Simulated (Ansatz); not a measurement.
**Sn4Pt (space group Ccce): energy against volume**

Sn4Pt (space group Ccce)

```
CELL_PARAMETERS angstrom
      3.21219    -5.70322     0.00000
      3.21219     5.70322     0.00000
      0.00000     0.00000     6.40893
ATOMIC_POSITIONS crystal
  Sn 0.96011 0.70783 0.16667
  Sn 0.03989 0.29217 0.16667
  Sn 0.70783 0.96011 0.83333
  Sn 0.29217 0.03989 0.83333
  Sn 0.53989 0.79217 0.33333
  Sn 0.46011 0.20783 0.33333
  Sn 0.79217 0.53989 0.66667
  Sn 0.20783 0.46011 0.66667
  Pt 0.50000 0.50000 0.00000
  Pt 0.00000 0.00000 0.50000
```

The volume is varied about the relaxed value V₀ at fixed cell shape. The atoms relax within the cell's symmetry.

All values below come from PBEsol (plane waves to 420 eV, PAW, scalar-relativistic; Ansatz, a program for electronic structure). k mesh 9×9×8 (Γ-centred), Fermi-Dirac smearing 0.05 eV. E stands for the smeared free energy. Compression counts positive. With the shape held, the modulus is that of even scaling; a crystal free to change shape is softer. Sn4Pt is run without spin polarisation. Sn4Pt was relaxed with its symmetry unable to fall. Spin-orbit coupling is left out, though Pt is heavy. The zero of ΔE is the relaxed starting cell.

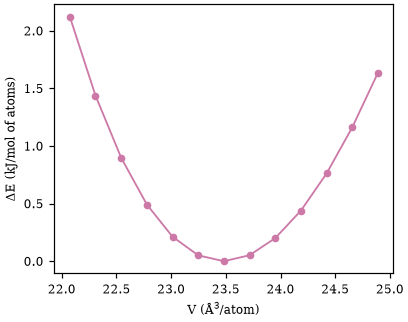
ΔE (kJ/mol of atoms) against V (Å³/atom); markers are the computed points, lines only join them.

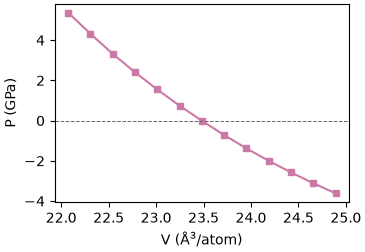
Fig. 1. P (GPa) against V (Å³/atom); one marker a computed point.

The pressure derivative B₀′ (fit) comes out as 5.8, the equilibrium volume of the fit is 23.48 Å³/atom and the pressure at the smallest volume is 5.4 GPa. The energy cost of the largest expansion comes out as 17 meV/atom and the pressure for 5 % compression (fit) is 4.3 GPa.

P = (3B₀/2)(x⁷ − x⁵)[1 + ¾(B₀′ − 4)(x² − 1)] with x = (1/0.95)^(1/3), B₀ = 72.9 GPa and B₀′ = 5.76.

(A scan under strain: stresses follow from slopes of the energy per volume, elastic moduli from its curvatures.)
